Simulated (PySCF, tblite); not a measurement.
# C₇H₁₄SSi: geometry, infrared bands, NMR shifts and electronic excitations, part 2 of 2

tblite 0.8.0 and PySCF 2.14.0. Atoms count from 0. Earlier steps stand in the parts before.

## 6. Ultraviolet spectrum: wB97X-D/def2-SVPD

The job: settings as JSON, then the geometry in Å.

```
{"job": {"kind": "uv", "xc": "wB97X-D", "basis": "def2-SVPD", "ip": true}, "charge": 0, "multiplicity": 1}
C      3.988572    -1.245886     0.691744
C      3.573017    -0.157148     0.339702
Si     2.878791     1.457487    -0.191753
S      0.986544     1.176680    -1.130454
C      0.112610     0.373935     0.273594
C     -1.279124    -0.143559    -0.116876
C     -1.888688    -0.767393     1.142107
C     -1.165426    -1.207845    -1.209108
C     -2.163928     1.008805    -0.594341
H      4.362327    -2.208162     0.993663
H      3.765378     2.092699    -1.204912
H      2.765348     2.321748     1.020554
H      0.730995    -0.464185     0.632608
H      0.021045     1.107909     1.090606
H     -1.273749    -1.603194     1.511966
H     -1.979096    -0.027129     1.952977
H     -2.896020    -1.158824     0.930519
H     -0.725482    -0.793374    -2.128654
H     -2.158240    -1.614033    -1.457742
H     -0.527007    -2.043872    -0.881809
H     -2.260084     1.782835     0.183740
H     -1.749326     1.487872    -1.494601
H     -3.174672     0.645414    -0.837275
```

Level: TDDFT wB97X-D/def2-SVPD, vertical, gas phase, core orbitals frozen in the response.

Log:

```text
coarse grid: 19536 points
cycle   1  E = -962.1588352729  dE =  8.229e-01  |g| = 4.000e-01  |ddm| = 1.130e+01
cycle   2  E = -962.1907697377  dE = -3.193e-02  |g| = 2.716e-01  |ddm| = 1.913e+00
cycle   3  E = -962.2101528747  dE = -1.938e-02  |g| = 4.749e-02  |ddm| = 8.034e-01
cycle   4  E = -962.2105715079  dE = -4.186e-04  |g| = 3.377e-02  |ddm| = 2.301e-01
cycle   5  E = -962.2108535903  dE = -2.821e-04  |g| = 7.929e-03  |ddm| = 7.673e-02
cycle   6  E = -962.2108706439  dE = -1.705e-05  |g| = 1.912e-03  |ddm| = 2.609e-02
cycle   7  E = -962.2108719352  dE = -1.291e-06  |g| = 4.668e-04  |ddm| = 8.150e-03
final grid: 177336 points
cycle   8  E = -962.3335293388  dE = -1.600e-04  |g| = 4.687e-03  |ddm| = 3.788e-01
cycle   9  E = -962.3335339650  dE = -4.626e-06  |g| = 2.700e-03  |ddm| = 3.934e-02
cycle  10  E = -962.3335357649  dE = -1.800e-06  |g| = 6.698e-04  |ddm| = 9.645e-03
cycle  11  E = -962.3335358993  dE = -1.344e-07  |g| = 3.137e-04  |ddm| = 3.117e-03
cycle  12  E = -962.3335359245  dE = -2.514e-08  |g| = 1.020e-04  |ddm| = 8.547e-04
cycle  13  E = -962.3335359272  dE = -2.762e-09  |g| = 3.828e-05  |ddm| = 2.837e-04
cycle  14  E = -962.3335359277  dE = -4.547e-10  |g| = 1.096e-05  |ddm| = 1.246e-04
converged SCF energy = -962.3335359277

Static polarisability (au): isotropic 130.662, principal 109.072 132.992 149.921

Singlet excitations
state   eV       nm        f      main configurations
  1   5.5801    222.2   0.00995   H->L 0.78
  2   5.9137    209.7   0.00039   H-2->L 0.39, H-1->L 0.25
  3   6.0866    203.7   0.01161   H->L+3 0.29, H->L+1 0.25, H->L+2 0.12
  4   6.1797    200.6   0.00172   H-2->L 0.29, H-1->L+1 0.23, H->L+1 0.11
  5   6.2752    197.6   0.00747   H-2->L+1 0.45, H-1->L 0.20
  6   6.5000    190.7   0.00400   H->L+1 0.54, H-1->L+1 0.17
  7   7.1000    174.6   0.01075   H->L+2 0.39, H->L+3 0.25, H->L+4 0.10
  8   7.2084    172.0   0.01625   H->L+5 0.20, H->L+4 0.20, H->L+6 0.15
  9   7.5241    164.8   0.01827   H->L+5 0.42, H->L+4 0.35, H->L+6 0.09
 10   7.7249    160.5   0.21258   H-1->L 0.21, H-3->L 0.20, H->L+6 0.18

Triplet excitations (Tamm-Dancoff, eV): 4.9313 5.2940 5.4523 5.4933
Vertical ionisation energy (delta-SCF) = 8.8667 eV
```

It took 2.9 min on 1 thread of Arm Neoverse V2, shared host; peak memory 1.6 GiB.

Frontier orbitals and where they lie:

```
orbital      eV                       atoms
 HOMO−3  -10.70   S3 22 %, C1 16 %, C0 14 %
 HOMO−2  -10.22   C1 38 %, C0 38 %, Si2 8 %
 HOMO−1  -10.05   S3 25 %, C0 25 %, C1 25 %
   HOMO   -8.74   S3 70 %, C4 10 %, Si2 8 %
   LUMO    1.21  C0 24 %, C1 24 %, Si2 21 %
 LUMO+1    1.64  C0 29 %, C1 28 %, Si2 19 %
 LUMO+2    2.07   S3 14 %, C0 12 %, C6 10 %
```

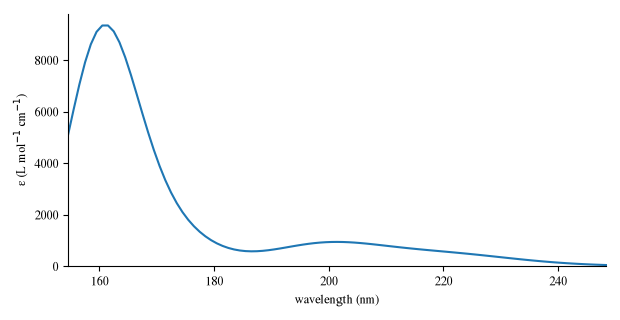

Absorption spectrum: each of the 10 states is a Gaussian band of 0.4 eV half-width at 1/e. Beyond the last state computed it falls off for lack of states.

Further results of this job:

```
           property  computed
  dipole moment (D)      1.84
polarisability (Å³)     19.36
 HOMO–LUMO gap (eV)      9.95
      −ε(HOMO) (eV)      8.74
```

## 7. NMR shieldings: PBE0/pcSseg-1 in chloroform

The job, as its differences from that of step 6:

```diff
@@ -1,2 +1,2 @@
-{"job": {"kind": "uv", "xc": "wB97X-D", "basis": "def2-SVPD", "ip": true}, "charge": 0, "multiplicity": 1}
+{"job": {"kind": "nmr", "xc": "PBE0", "basis": "pcSseg-1", "solvent": "chloroform", "pop": true}, "charge": 0, "multiplicity": 1}
 C      3.988572    -1.245886     0.691744
```

Level: GIAO PBE0/pcSseg-1 NMR shielding, non-relativistic, IEF-PCM chloroform.

Log:

```text
coarse grid: 19536 points
cycle   1  E = -962.0394451652  dE =  6.433e-01  |g| = 4.997e-01  |ddm| = 4.228e+00
cycle   2  E = -962.0329916221  dE =  6.454e-03  |g| = 5.288e-01  |ddm| = 1.023e+00
cycle   3  E = -962.1062121121  dE = -7.322e-02  |g| = 7.039e-02  |ddm| = 5.332e-01
cycle   4  E = -962.1068864473  dE = -6.743e-04  |g| = 4.805e-02  |ddm| = 8.919e-02
cycle   5  E = -962.1074215943  dE = -5.351e-04  |g| = 1.406e-02  |ddm| = 3.833e-02
cycle   6  E = -962.1074708051  dE = -4.921e-05  |g| = 3.321e-03  |ddm| = 1.433e-02
cycle   7  E = -962.1074733328  dE = -2.528e-06  |g| = 6.749e-04  |ddm| = 3.145e-03
final grid: 177336 points
cycle   8  E = -962.1668363163  dE = -6.113e-05  |g| = 9.784e-03  |ddm| = 4.655e-02
cycle   9  E = -962.1668234195  dE =  1.290e-05  |g| = 1.202e-02  |ddm| = 2.168e-02
cycle  10  E = -962.1668612375  dE = -3.782e-05  |g| = 9.874e-04  |ddm| = 1.244e-02
cycle  11  E = -962.1668614660  dE = -2.285e-07  |g| = 2.964e-04  |ddm| = 1.323e-03
cycle  12  E = -962.1668614856  dE = -1.956e-08  |g| = 9.584e-05  |ddm| = 2.906e-04
cycle  13  E = -962.1668614872  dE = -1.630e-09  |g| = 5.521e-05  |ddm| = 1.059e-04
cycle  14  E = -962.1668614879  dE = -7.551e-10  |g| = 9.376e-06  |ddm| = 4.041e-05
converged SCF energy = -962.1668614879

GIAO shielding tensors (ppm)
atom      isotropic    diamagn.    paramagn.     s11        s22        s33       span
  0 C       76.903     260.939    -184.036    -11.336     -1.040    243.084    254.420
  1 C      100.153     260.931    -160.778     -0.873     11.683    289.648    290.521
  2 Si     404.262     879.187    -474.926    359.015    394.176    459.595    100.580
  3 S      685.702    1060.689    -374.986    612.744    622.512    821.851    209.106
  4 C      136.550     257.356    -120.806    108.757    137.808    163.085     54.328
  5 C      151.940     243.358     -91.418    146.022    150.050    159.749     13.727
  6 C      152.081     248.378     -96.297    134.602    135.194    186.446     51.844
  7 C      156.059     249.194     -93.135    137.890    146.747    183.540     45.651
  8 C      155.891     248.152     -92.260    138.272    145.447    183.954     45.683
  9 H       28.437      31.797      -3.360     23.108     23.890     38.312     15.204
 10 H       26.335      25.711       0.624     22.186     24.224     32.593     10.407
 11 H       26.348      27.548      -1.199     22.189     24.782     32.075      9.885
 12 H       28.697      37.846      -9.148     21.880     30.991     33.221     11.341
 13 H       28.890      36.063      -7.173     23.203     29.981     33.485     10.282
 14 H       30.242      31.977      -1.735     26.245     28.168     36.313     10.068
 15 H       30.259      31.635      -1.376     26.567     27.707     36.502      9.936
 16 H       30.057      31.240      -1.183     26.058     27.252     36.861     10.803
 17 H       29.600      32.071      -2.472     24.547     30.186     34.065      9.518
 18 H       30.375      31.739      -1.364     26.413     27.802     36.910     10.497
 19 H       30.502      32.577      -2.074     26.609     28.242     36.656     10.046
 20 H       30.465      31.181      -0.716     26.825     27.589     36.982     10.157
 21 H       29.713      31.230      -1.518     24.407     30.321     34.410     10.003
 22 H       30.340      30.826      -0.486     26.382     27.690     36.947     10.565
```

Run time: 47 s. Hardware: 1 thread of Arm Neoverse V2, shared host; peak memory 1.3 GiB.

In short: δ C0 108.3, C1 85.0, C4 48.6, C5 33.2, H10 4.91, H9 2.81 ppm (means over like atoms).

## 8. Comparing the runs: NMR shifts

Shifts (ppm) of some atoms, chosen among heavy atoms and hydrogens apart, means over like atoms, with basis size and wall time:

```
                        run     C0    C4    C5    H9   H12    Si2    S3  functions  time
              PBE0/pcSseg-1  105.1  47.9  32.4  2.43  2.34  -52.0  -182        237  44 s
PBE0/pcSseg-1 in chloroform  108.3  48.6  33.2  2.81  2.45  -52.4  -190        237  47 s
```

## 9. Summary of results

The summary covers parts 1 to 2.

```
                                                               quantity                              value
                              strongest single infrared mode (GFN2-xTB)               714 cm⁻¹, 383 km/mol
                                           zero-point energy (GFN2-xTB)                     116.2 kcal/mol
                                                            point group                                 C1
                                   rotational constants (main isotopes)               1.87, 0.62, 0.54 GHz
¹³C shifts against TMS (PBE0/pcSseg-1, means over atoms taken as alike)  105.1, 84.8, 47.9, 32.4, 30.4 ppm
 ¹H shifts against TMS (PBE0/pcSseg-1, means over atoms taken as alike)         4.88, 2.43, 2.34, 1.07 ppm
                                ²⁹Si shifts against TMS (PBE0/pcSseg-1)                          -52.0 ppm
                                 ³³S shifts against CS2 (PBE0/pcSseg-1)                           -182 ppm
                                     lowest singlet (wB97X-D/def2-SVPD)        5.58 eV (222 nm), f = 0.010
                               brightest single state of those computed       state 10, 7.72 eV, f = 0.213
                                                         lowest triplet                            4.93 eV
                                      vertical ionisation energy (ΔSCF)                            8.87 eV
                                               range of the shift of S3                   -190 to -182 ppm
```

In words: The optimisation took 60 steps and gained 0.125 eV; among the close pairs (by a distance rule), Si2–H10 changed most, from 1.481 to 1.452 Å (GFN2-xTB). No mode is imaginary among the 63: a minimum at this level. The strongest single mode, at 714 cm⁻¹, is spread over several atoms, H11, Si2, H10, C4 among them. Unscaled tight-binding wavenumbers are off by several per cent, some by more. Its intensities can rank the bands wrongly. Relaxing lowered the energy by 0.261 eV in 12 steps; the close pair that moved most is C0–H9, from 1.024 to 1.076 Å (PBE0/def2-SVP). At PBE0/pcSseg-1: The widest tensor belongs to C1: span 291 ppm, with a paramagnetic part of -161 ppm. The lowest singlet, at 5.58 eV, is HOMO→LUMO 0.78 and is weak; of the 10 states computed, the strongest absorption comes from state 10 at 7.72 eV (the last computed, so partners may be missing). The lowest triplet lies 0.65 eV below the lowest singlet (triplets in Tamm-Dancoff, singlets in full TDDFT). The orbital energy would give 8.74 eV for ionisation, ΔSCF gives 8.87 eV. In ppm, S3 moves most: its shift spreads over 8 ppm, from -190 (PBE0/pcSseg-1 in chloroform) to -182 (PBE0/pcSseg-1).
